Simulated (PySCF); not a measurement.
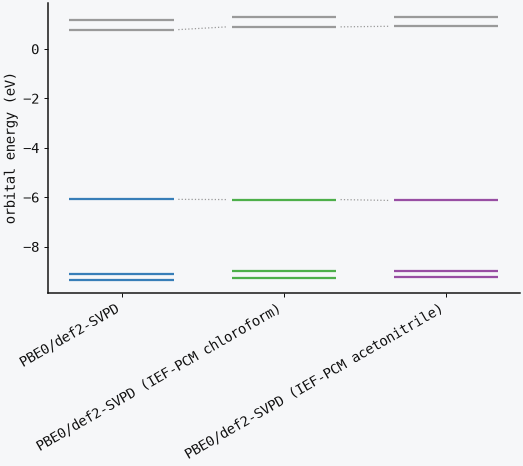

Frontier orbital energies of C₅H₁₃N, SMILES CCCN(C)C at one geometry, PySCF 2.14.0, at a PBE0-D3(BJ)/def2-SVP geometry (no frequency check). Empty levels are grey, levels within 0.1 eV stand side by side; all columns show the same few orbitals around the gap. Dotted lines join the HOMOs and the LUMOs.

Q: Compare the HOMO-LUMO separations.

A: The separation grows from 6.87 eV (PBE0/def2-SVPD) to 7.05 eV (PBE0/def2-SVPD (IEF-PCM acetonitrile)).

```
                                level  HOMO (eV)  LUMO (eV)  separation (eV)
                       PBE0/def2-SVPD      −6.08       0.78             6.87
  PBE0/def2-SVPD (IEF-PCM chloroform)      −6.09       0.89             6.99
PBE0/def2-SVPD (IEF-PCM acetonitrile)      −6.13       0.92             7.05
```

Limits of at least one run: empty levels above zero depend strongly on the basis; one conformer of a flexible molecule.
